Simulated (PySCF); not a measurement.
**C$_{3}$H$_{9}$AlO$_{2}$: density, localisation and related maps**

```xyz
15

C    -1.1298   -1.0759   -0.5795
O    -0.4741    0.0551   -0.0377
Al   -0.8004    1.1319    1.4669
C     0.7290    0.4244   -0.6620
C     1.8716   -0.5193   -0.3805
O     1.7796   -1.5530    0.2105
H    -2.0251   -1.2143    0.0245
H    -1.4106   -0.8905   -1.6206
H    -0.5017   -1.9652   -0.5108
H     0.5274    0.8792    2.2767
H    -2.1429    0.4353    1.8875
H    -0.8377    2.5117    0.6832
H     0.9806    1.4083   -0.2430
H     0.5963    0.5354   -1.7475
H     2.8332   -0.1549   -0.7897
```

Geometry: GFN2-xTB.

All numbers below come from PBE0/def2-SVPD, SCF density, gas phase in PySCF.

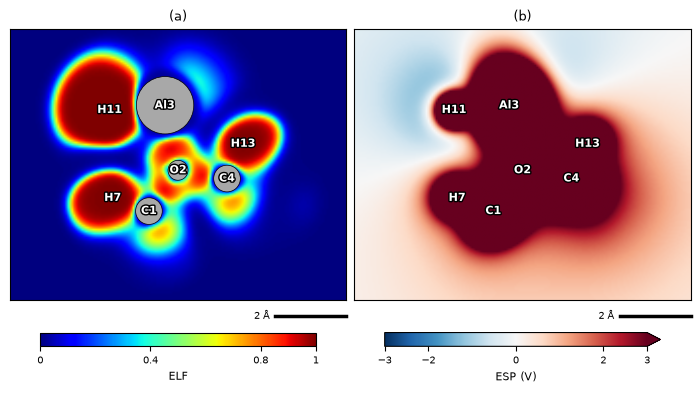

Figure 1. (a) electron localisation function; (b) molecular electrostatic potential on the plane of atoms C1, O2 and C4. Grey discs cover the atomic cores in the ELF map.

Question: Describe what can be read from this map.

Answer:
- Atoms in the plane: C, O, Al and H.
- Al–O (1.88 Å): the ELF peaks at about 0.90 in the valence shell of O, 0.6 Å from its nucleus, and is about 0.40 at the midpoint.
- C–H (1.09 Å): the ELF climbs to about 1 towards the hydrogen, as it does in any bond to H; an ordinary covalent bond to hydrogen.
- Al–H (1.57 Å): the ELF climbs to about 1 towards the hydrogen.
- Outside the dense part of the molecule the potential is most negative (−1.1 V) near H11.

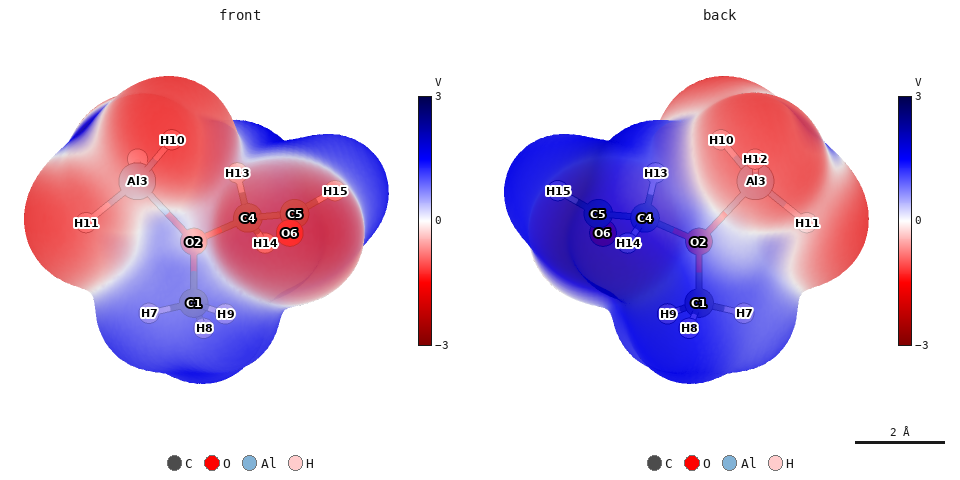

Figure 2. The molecular electrostatic potential painted on the density surface at 0.002 e/bohr³, seen from the front and from behind; red is negative and blue positive.

Question: Describe the electrostatic potential map.

Answer: The most negative region (about −1.2 V) lies over O6 and H10, the most positive (about +2.0 V) over C4, C5 and H14.

Question: What dipole moment does the calculation give?

Answer: Its dipole moment is 5.12 D.
